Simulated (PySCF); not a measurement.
# BN2: structure of the quartet

The task is one start of a wider search on BN2: the quartet, from a bent start. It is relaxed, tested by its Hessian and followed downhill if it is a saddle.

Computed with PySCF 2.14.0. Level: PBE0, basis B def2-TZVP, N def2-TZVP, no relativity, density fitting.

## (1) Where the work starts

3 atoms, charge 0, spin multiplicity 4.

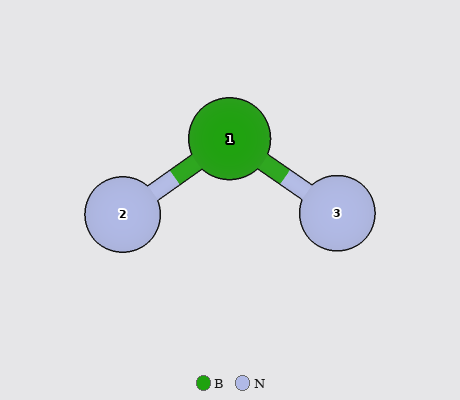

As it starts; boron green, nitrogen light blue; atoms are numbered from 1 in the order of the file.

```xyz
3
charge 0 multiplicity 4
B     0.0000    0.0000    0.0000
N     1.1304    0.0000    0.7915
N    -1.1304    0.0000    0.7915
```

## (2) Finding the electronic state

The steps below are one call of a driver around PySCF. For each, scf.py gives the equivalent set-up of the SCF; relaxations use the driver's own optimiser. After this first run the driver tries any further starts and a stability analysis.

The input, scf.py:

```python
from pyscf import gto, scf, dft
mol = gto.M(atom='''
B      0.000000     0.000000     0.000000
N      1.130400     0.000000     0.791500
N     -1.130400     0.000000     0.791500''',
    basis={'B': 'def2-TZVP', 'N': 'def2-TZVP'},
    charge=0, spin=3)
mf = dft.UKS(mol, xc='PBE0')
mf.grids.atom_grid = (50, 194)
aux = {'B': 'def2-universal-JKFIT', 'N': 'def2-universal-JKFIT'}
mf = mf.density_fit(auxbasis=aux)
mf.conv_tol = 1e-08
mf.diis_space = 10
mf.max_cycle = 60
mf.init_guess = 'minao'
mf.verbose = 4
mf.kernel()
```

Command:

```bash
OMP_NUM_THREADS=4 python axn.py task.json out
```

The log of the run:

```text
init E= -134.082558190494
[... the frontier-level lines of each cycle are left out ...]
cycle= 1 E= -133.942314923119  delta_E= 0.14  |g|= 0.188  |ddm|= 1.19
cycle= 2 E= -133.94480252599  delta_E= -0.00249  |g|= 0.227  |ddm|= 0.402
cycle= 3 E= -133.97194119338  delta_E= -0.0271  |g|= 0.0604  |ddm|= 0.183
cycle= 4 E= -133.974620776417  delta_E= -0.00268  |g|= 0.0174  |ddm|= 0.0536
cycle= 5 E= -133.975198574216  delta_E= -0.000578  |g|= 0.00714  |ddm|= 0.0299
cycle= 6 E= -133.975433090191  delta_E= -0.000235  |g|= 0.00416  |ddm|= 0.0239
cycle= 7 E= -133.975517304308  delta_E= -8.42e-05  |g|= 0.00177  |ddm|= 0.0178
cycle= 8 E= -133.975537136664  delta_E= -1.98e-05  |g|= 0.000657  |ddm|= 0.0112
cycle= 9 E= -133.975538615233  delta_E= -1.48e-06  |g|= 0.00017  |ddm|= 0.00262
cycle= 10 E= -133.975538789668  delta_E= -1.74e-07  |g|= 3.52e-05  |ddm|= 0.00118
cycle= 11 E= -133.975538794291  delta_E= -4.62e-09  |g|= 1.48e-05  |ddm|= 0.000129
Extra cycle  E= -133.975538794908  delta_E= -6.16e-10  |g|= 8.79e-06  |ddm|= 2.78e-05
converged SCF energy = -133.975538794908  <S^2> = 3.8085198  2S+1 = 4.0291537
```

This step, with its further starts and checks, took 5.1 s on 4 threads of Arm Neoverse V1, shared host.

The starts that the driver tried:

```tsv
start	energy (Eh)
the minimal-basis guess	-133.975539
a thermally smeared density	-133.979673
a smeared PBE density	-133.979673
```

The first run landed in a state that is too high. Following the other starts and the instabilities gains 10.9 kJ/mol (-133.97967 Eh), and the work goes on from there.

## (3) Bent start, quartet: relaxation

The program finds C2v symmetry in the start, which this walk keeps.

scf.py, as its differences from that of step 2:

```diff
@@ -3,3 +3,3 @@
-B      0.000000     0.000000     0.000000
-N      1.130400     0.000000     0.791500
-N     -1.130400     0.000000     0.791500''',
+B      0.000000     0.000000    -0.568156
+N      1.130400     0.000000     0.223344
+N     -1.130400     0.000000     0.223344''',
@@ -15 +14,0 @@
-mf.init_guess = 'minao'
```

Steps of the walk:

```tsv
step	energy (Eh)	change (kJ/mol)	largest symmetric gradient (Eh/bohr)
0	-133.979673	0.00	0.05545
1	-134.010082	-79.84	0.05848
2	-134.026057	-121.78	0.04295
3	-134.034276	-143.36	0.02665
4	-134.038527	-154.52	0.00933
5	-134.039357	-156.70	0.00237
6	-134.039434	-156.90	0.00080
7	-134.039436	-156.91	0.00038
8	-134.039436	-156.91	0.00005
```

The walk took 6.7 s.

Geometry (Å) and forces (eV/Å) at some steps:

```
step 0
B    0.000   0.000  -0.568   0.000   0.000   2.300
N    1.130   0.000   0.223   2.851   0.000  -1.150
N   -1.130   0.000   0.223  -2.851   0.000  -1.150
step 1
B    0.000   0.000  -0.452   0.000   0.000   3.007
N    1.269   0.000   0.165  -0.179   0.000  -1.504
N   -1.269   0.000   0.165   0.179   0.000  -1.504
step 4
B    0.000   0.000  -0.109   0.000   0.000   0.442
N    1.378   0.000  -0.006  -0.480   0.000  -0.221
N   -1.378   0.000  -0.006   0.480   0.000  -0.221
step 8
B    0.000   0.000  -0.040   0.000   0.000  -0.002
N    1.371   0.000  -0.041  -0.002   0.000   0.001
N   -1.371   0.000  -0.041   0.002   0.000   0.001
```

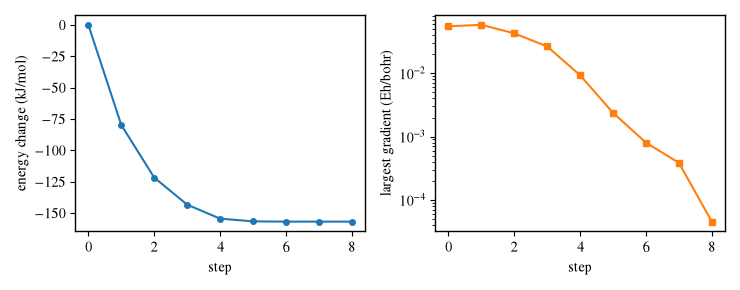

Energy and largest gradient along the walk.

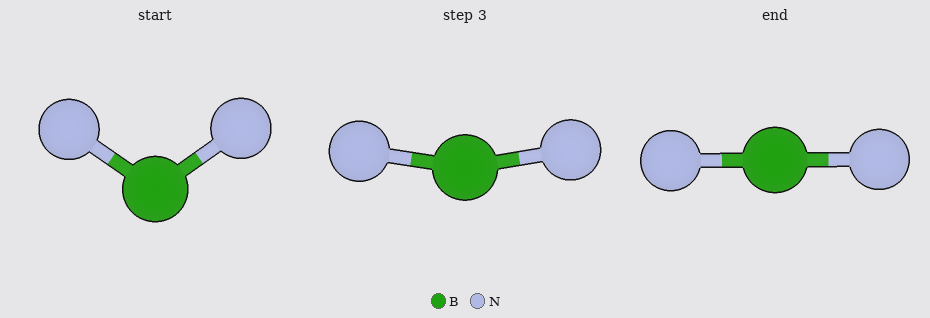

The geometry along the walk, at one scale.

End point (D∞h, 8 steps, 156.9 kJ/mol gained): B–N 1.371 Å (×2); N–B–N 180.0°.

## (4) Is it a minimum? Harmonic modes

On the finer grid the gradient is checked again; gradients at displacements of ±0.02 bohr then give force constants and infrared intensities.

scf.py, as its differences from that of step 3:

```diff
@@ -3,3 +3,3 @@
-B      0.000000     0.000000    -0.568156
-N      1.130400     0.000000     0.223344
-N     -1.130400     0.000000     0.223344''',
+B      0.000000     0.000000    -0.000000
+N      1.370596     0.000000     0.000000
+N     -1.370596    -0.000000    -0.000000''',
@@ -9 +9 @@
-mf.grids.atom_grid = (50, 194)
+mf.grids.atom_grid = (75, 302)
@@ -12 +12 @@
-mf.conv_tol = 1e-08
+mf.conv_tol = 1e-10
```

This SCF starts from the last density.

Log of the central SCF (cycles and frontier levels):

```text
init E= -134.039440026123
[... the frontier-level lines of each cycle are left out ...]
cycle= 1 E= -134.039440026125  delta_E= -2.07e-12  |g|= 3.24e-06  |ddm|= 4.04e-06
Extra cycle  E= -134.039440026124  delta_E= 1.48e-12  |g|= 4.11e-06  |ddm|= 4.56e-06
converged SCF energy = -134.039440026124  <S^2> = 3.8043789  2S+1 = 4.0270977
```

The whole step took 9.5 s.

Geometry: D∞h; B–N 1.371 Å (×2); N–B–N 180.0°.

Modes, for the most abundant isotopes:

| ω (cm⁻¹) | IR (km/mol) |
| --- | --- |
| 359 | 37.9 |
| 368 | 89.0 |
| 959 | 0.0 |
| 1325 | 396 |

All wavenumbers are real: a minimum.

Here the density breaks the symmetry of the frame, and no labels are given; pairs that should be degenerate can split.

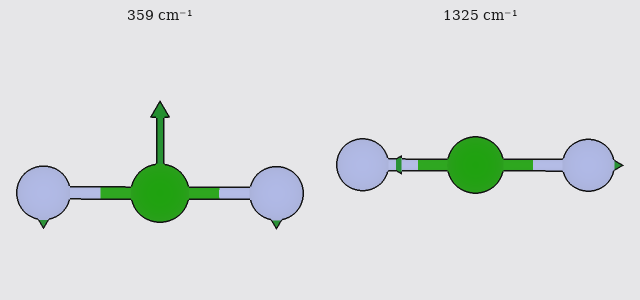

How the atoms move in 2 of the modes.

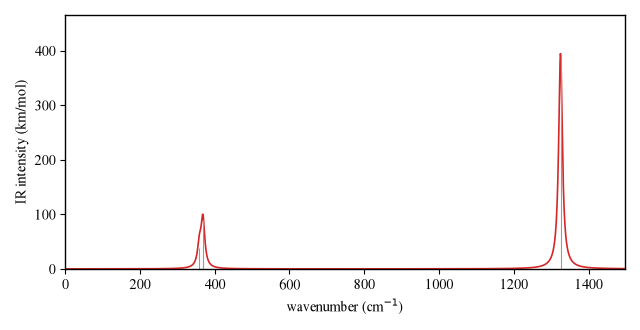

The harmonic infrared spectrum (widths in cm⁻¹). Lines are broadened to a width of 12 cm⁻¹ (Lorentzian).

Constants and moments:

```
Dipole moment                                                   : 0.00 D
Highest occupied level                                          : -9.09 eV
Lowest empty level                                              : -6.34 eV
Rotational constants                                            : 0.3204 cm⁻¹
Zero-point energy                                               : 18.0 kJ/mol
Principal polarisabilities                                      : 17.1, 20.0, 51.9 bohr³
Atomisation energy without zero-point energy                    : 876 kJ/mol
Principal traceless quadrupole moments about the centre of mass : -7.71, 2.28, 5.43 D Å
Entropy at 298.15 K and 1 bar (electronic part: spin only)      : 232.3 J/(mol K)
Heat capacity Cp at 298.15 K                                    : 44.4 J/(mol K)
Enthalpy at 298.15 K above 0 K                                  : 10.63 kJ/mol
Rotational symmetry number                                      : 2
Spin squared ⟨S²⟩                                               : 3.804
```

Populations by atom (charges in e):

```csv
atom,Mulliken,Löwdin,polar tensor,spin (Mulliken),Mayer order to B1
B1,0.11,-0.49,-0.13,0.07,–
"N2,3",-0.05,0.25,0.06,1.47,1.71
```

Mulliken populations on B1: s 2.92, p 1.82, d 0.12, f 0.03.

## (5) Outcome

| quantity | value |
| --- | --- |
| minimum | quartet, D∞h |
| geometry | B–N 1.371 Å (×2); N–B–N 180.0° |
| wavenumbers (cm⁻¹) | 359, 368, 959, 1325 |
| dipole moment | 0.00 D |
| highest occupied, lowest empty level (either spin) | -9.09, -6.34 eV |
| polar-tensor charge of B1 | -0.13 e |
| zero-point energy | 18.0 kJ/mol |
| entropy at 298.15 K | 232.3 J/(mol K) |
| atomisation energy (no zero-point energy) | 876 kJ/mol |
| ⟨S²⟩ | 3.804 |

From C2v at the start the molecule goes to a D∞h minimum. The strongest infrared band lies at 1325 cm⁻¹. The first SCF alone would have been 11 kJ/mol too high. Other starts or spin states, not run here, may lie lower. The SCF density has lower symmetry than the nuclear frame.

The search up to here took 22 s.
